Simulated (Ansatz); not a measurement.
# Calculations on SiH$_{3}$F

**1. Relaxation**

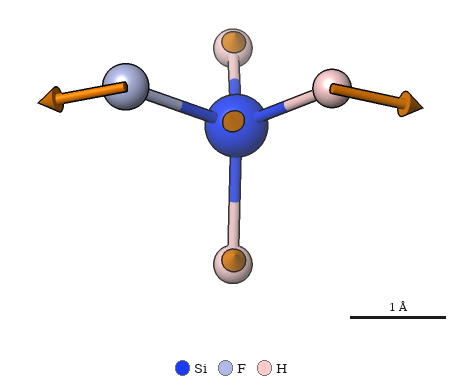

A relaxation of SiH3F. The starting structure is drawn; orange arrows show the displacements, 5 times their true length. The two geometries are superimposed by the best rigid fit.

A ball-and-stick model, seen from a free direction.

The run prepares an end point of a later path (reaction) calculation, from a guessed geometry.

Theory: Ansatz, RKS PBE/def2-SVP.

The input:
```yaml
crystal:
  periodic: [false, false, false]
  atoms:
    - { symbol: Si, position_ang: [0.202294, 0.0, 0.090476] }
    - { symbol: F, position_ang: [0.494732, 0.0, 1.669229] }
    - { symbol: H, position_ang: [1.63584, 0.0, -0.180263] }
    - { symbol: H, position_ang: [-0.544883, 1.22499, -0.349871] }
    - { symbol: H, position_ang: [-0.544883, -1.22499, -0.349871] }
basis:
  gaussian: { orbitals: def2-SVP }
hamiltonian:
  xc: pbe
relax:
  f_tol: 0.03
  max_steps: 50
```

Launched with:
```bash
ansatz run input.yaml --threads 1 --pin off --max-ram 2048MiB --backend cpu --events-out ev --progress --plain --runs-dir out
```

Question: What did the optimiser do to the structure, and how much energy did it gain?

Answer: The largest move after the best rigid fit is that of H3, 0.22 Å. Largest moves by element: H 0.22 Å, F 0.21 Å, Si 0.06 Å. Among the contacts that change: Si1–H3 1.459 → 1.501 Å, Si1–F2 1.606 → 1.639 Å. Bond angles that change, for instance: F2–Si1–H3 90.2° → 108.7°, H3–Si1–H4 115.8° → 110.2°, F2–Si1–H4 112.3° → 108.7°. After 4 geometry steps the energy has fallen by 29.5 kJ/mol. The largest force component goes from 1.8 to 0.011 eV/Å.

**2. Relaxation**

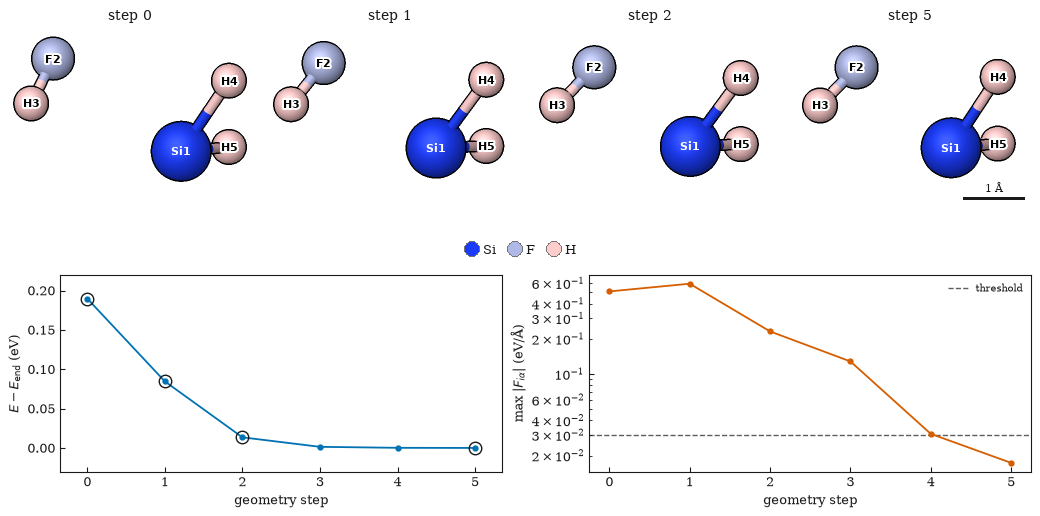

Frames of a relaxation of SiH$_{3}$F, marked on the history of the run. The picture is a ball-and-stick view, seen from a free direction.

The run prepares an end point of a later path (reaction) calculation, from a guessed geometry.

These are results of RKS PBE/def2-SVP (Ansatz), not measurements.

The input:
```yaml
crystal:
  periodic: [false, false, false]
  atoms:
    - { symbol: Si, position_ang: [-0.062286, 0.0, -0.801795] }
    - { symbol: F, position_ang: [1.386807, 0.0, 1.56598] }
    - { symbol: H, position_ang: [2.008196, 0.0, 0.868721] }
    - { symbol: H, position_ang: [-1.044808, 1.110041, -0.376603] }
    - { symbol: H, position_ang: [-1.044808, -1.110041, -0.376603] }
basis:
  gaussian: { orbitals: def2-SVP }
hamiltonian:
  xc: pbe
relax:
  f_tol: 0.03
  max_steps: 50
output:
  orbitals: {}
```

Run as
```bash
ansatz run input.yaml --threads 1 --pin off --max-ram 2048MiB --backend cpu --events-out ev --progress --plain --runs-dir out
```

### What happens along the run?

F2 moves most after the best rigid fit: 0.43 Å. By element the largest moves are F 0.43 Å, H 0.20 Å, Si 0.18 Å. Among the contacts that change: Si1–F2 2.776 → 2.204 Å, F2–H3 0.934 → 0.951 Å. The energy falls by 0.190 eV in 5 geometry steps. Largest force component: 0.51 eV/Å at the start, 0.017 eV/Å at the end. Cost: 5.7 s on 1 thread of Arm Neoverse V1, with other jobs on the host, peak memory 0.1 GiB. From step 0 to 1: F2 moves most (0.20 Å), energy −0.105 eV. From step 1 to 2: F2 moves most (0.19 Å), energy −0.071 eV. From step 2 to 5: H atoms move most (0.05 Å), energy −0.013 eV.

```json
{"step": "0", "E − E(0), eV": "0.0000", "largest force component, eV/Å": "0.5106"}
{"step": "1", "E − E(0), eV": "-0.1051", "largest force component, eV/Å": "0.5946"}
{"step": "2", "E − E(0), eV": "-0.1762", "largest force component, eV/Å": "0.2320"}
{"step": "3", "E − E(0), eV": "-0.1883", "largest force component, eV/Å": "0.1283"}
{"step": "4", "E − E(0), eV": "-0.1895", "largest force component, eV/Å": "0.0307"}
{"step": "5", "E − E(0), eV": "-0.1897", "largest force component, eV/Å": "0.0173"}
```

Limits of the set-up: the start holds two separate molecules, 2.7 Å apart at their closest, whose relative position is a soft coordinate and is computed without a dispersion correction.

**3. Path**

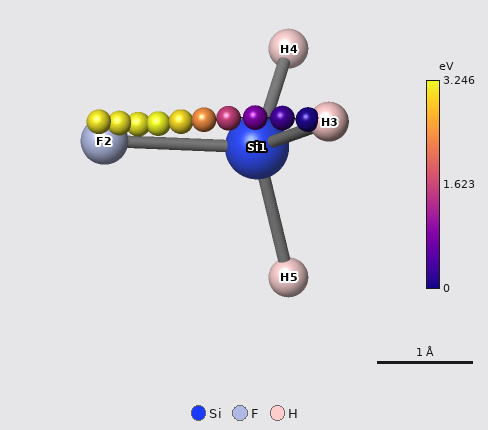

A search for the minimum-energy path of SiH$_{3}$F by the nudged elastic band. Images are numbered from 0 (start) to 10 (end). The start is drawn whole; smaller spheres mark the moving atoms (H) in the later images, joined by lines and coloured by the energy of the image relative to the start. A ball-and-stick model, seen at a tilt.

Level of theory: RKS PBE/def2-SVP in Ansatz.

Input file:
```yaml
crystal:
  periodic: [false, false, false]
  atoms:
    - { symbol: Si, position_ang: [0.247048, 0.0, 0.137586] }
    - { symbol: F, position_ang: [0.31282, 0.0, 1.774926] }
    - { symbol: H, position_ang: [1.647717, 0.0, -0.401309] }
    - { symbol: H, position_ang: [-0.482242, 1.230835, -0.315751] }
    - { symbol: H, position_ang: [-0.482242, -1.230835, -0.315751] }
basis:
  gaussian: { orbitals: def2-SVP }
hamiltonian:
  xc: pbe
neb:
  order_check: false
  images: 9
  f_tol: 0.05
  max_iterations: 60
  final_atoms:
    - { symbol: Si, position_ang: [0.0669327, 0.0, -0.68304216] }
    - { symbol: F, position_ang: [1.07920405, 0.0, 1.27498991] }
    - { symbol: H, position_ang: [1.88569682, 0.0, 0.77064013] }
    - { symbol: H, position_ang: [-0.89436629, 1.11841, -0.24144344] }
    - { symbol: H, position_ang: [-0.89436629, -1.11841, -0.24144344] }
  initial_path:
    images:
      - { positions_ang: [[0.247048, 0.0, 0.137586], [0.31282, 0.0, 1.774926], [1.647717, 0.0, -0.401309], [-0.482242, 1.230835, -0.315751], [-0.482242, -1.230835, -0.315751]] }
      - { positions_ang: [[0.19775773, 0.0, 0.10990087], [0.44928984, 0.0, 1.71740732], [1.64182263, 0.0, -0.24666049], [-0.5228846, 1.222948, -0.35047335], [-0.5228846, -1.222948, -0.35047335]] }
      - { positions_ang: [[0.14846747, 0.0, 0.08221574], [0.58575969, 0.0, 1.65988864], [1.63592827, 0.0, -0.09201199], [-0.56352721, 1.215061, -0.3851957], [-0.56352721, -1.215061, -0.3851957]] }
      - { positions_ang: [[0.0991772, 0.0, 0.05453061], [0.72222953, 0.0, 1.60236996], [1.6300339, 0.0, 0.06263652], [-0.60416981, 1.207174, -0.41991804], [-0.60416981, -1.207174, -0.41991804]] }
      - { positions_ang: [[0.04988693, 0.0, 0.02684548], [0.85869937, 0.0, 1.54485128], [1.62413953, 0.0, 0.21728502], [-0.64481242, 1.199287, -0.45464039], [-0.64481242, -1.199287, -0.45464039]] }
      - { positions_ang: [[0.00059667, 0.0, -0.00083965], [0.99516921, 0.0, 1.4873326], [1.61824516, 0.0, 0.37193353], [-0.68545502, 1.1914, -0.48936274], [-0.68545502, -1.1914, -0.48936274]] }
      - { positions_ang: [[0.01386387, 0.0, -0.13728015], [1.01197618, 0.0, 1.44486406], [1.6717355, 0.0, 0.45167485], [-0.72723728, 1.176802, -0.43977888], [-0.72723728, -1.176802, -0.43977888]] }
      - { positions_ang: [[0.02713108, 0.0, -0.27372065], [1.02878315, 0.0, 1.40239552], [1.72522583, 0.0, 0.53141617], [-0.76901953, 1.162204, -0.39019502], [-0.76901953, -1.162204, -0.39019502]] }
      - { positions_ang: [[0.04039829, 0.0, -0.41016116], [1.04559011, 0.0, 1.35992699], [1.77871616, 0.0, 0.61115749], [-0.81080178, 1.147606, -0.34061116], [-0.81080178, -1.147606, -0.34061116]] }
      - { positions_ang: [[0.05366549, 0.0, -0.54660166], [1.06239708, 0.0, 1.31745845], [1.83220649, 0.0, 0.69089881], [-0.85258403, 1.133008, -0.2910273], [-0.85258403, -1.133008, -0.2910273]] }
      - { positions_ang: [[0.0669327, 0.0, -0.68304216], [1.07920405, 0.0, 1.27498991], [1.88569682, 0.0, 0.77064013], [-0.89436629, 1.11841, -0.24144344], [-0.89436629, -1.11841, -0.24144344]] }
```

Command:
```bash
ansatz run input.yaml --threads 1 --pin off --max-ram 2048MiB --backend cpu --events-out ev --progress --plain --runs-dir out
```

Q: Describe the path and its energy.

A: Breaking: Si1–F2 (1.64 → 2.01 at the top → 2.20 Å), Si1–H3 (1.50 → 1.71 at the top → 2.33 Å). Forming: F2–H3 (2.55 → 1.13 at the top → 0.95 Å). The highest point, image 7, lies 3.25 eV above the start and 0.13 eV above the end; the end is at +3.12 eV relative to the start. The band is converged. At the top, the vibrational analysis gives one imaginary mode (853i cm⁻¹), as a transition state must have.

The run took 54 s on 1 thread of Arm Neoverse V1 (shared host), peak memory 0.091 GiB.
